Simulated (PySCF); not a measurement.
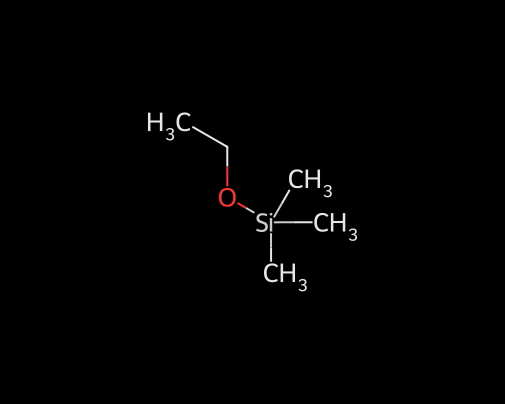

The computed structure is the end point of a GFN2-xTB optimisation. No frequency run is at hand to confirm it as a minimum. Method: PBE0/pcSseg-1, gas phase (PySCF 2.14.0).

### Give the dipole moment at this level.

1.03 D.

### Estimate the HOMO–LUMO gap.

8.77 eV.

### What is the HOMO energy (Kohn–Sham orbital)?

−7.59 eV.

The geometry is semi-empirical. Around Si such bond lengths and angles can be off by a tenth of an ångström or more and by several degrees, and values that hang on the shape move with them.
